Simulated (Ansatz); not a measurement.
**BrGaH$_{3}$ (charge −1): density, localisation and related maps**

| atom | x (Å) | y (Å) | z (Å) |
| --- | --- | --- | --- |
| Ga | -0.0015 | 0.0024 | -0.2535 |
| Br | 0.0130 | -0.0209 | 2.2282 |
| H | 1.5387 | 0.0110 | -0.6672 |
| H | -0.7792 | 1.3396 | -0.6412 |
| H | -0.7711 | -1.3321 | -0.6663 |

Geometry: r2SCAN-D4/def2-TZVPD.

All numbers below come from RKS PBE0-D4/def2-TZVPD (Ansatz).

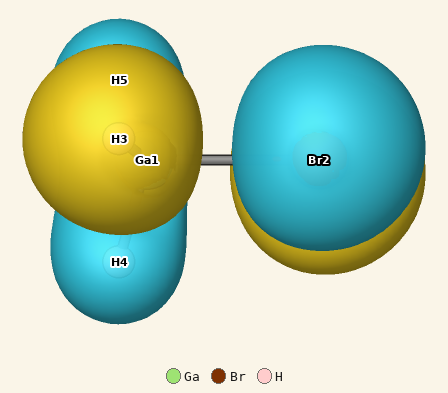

Figure 1. The HOMO at ±0.06 Å⁻³ᐟ² (yellow and cyan are the two phases), seen from one side.

Q: Describe this orbital and give its energy.

A: It lies mainly on Br2 (about 60 %), H3 (about 15 %) and Ga1 (about 15 %). It is one of a degenerate set, so its orientation is arbitrary. Its energy is −2.58 eV.

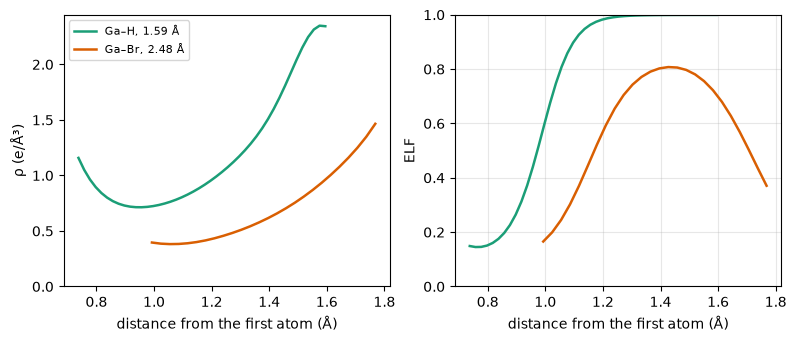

Figure 2. Electron density and ELF along straight lines between neighbouring atoms. The curves leave out the atomic cores.

Q: Compare the contacts.

A: Ga–H (1.59 Å): the density is about 0.9 e/Å³ at the midpoint; the ELF climbs to about 1 towards the hydrogen.
Ga–Br (2.48 Å): the density is about 0.46 e/Å³ at the midpoint, with its minimum of 0.38 e/Å³ about 1.1 Å from Ga; the ELF peaks at about 0.80 in the valence shell of Br, 1.1 Å from its nucleus, and is about 0.65 at the midpoint.
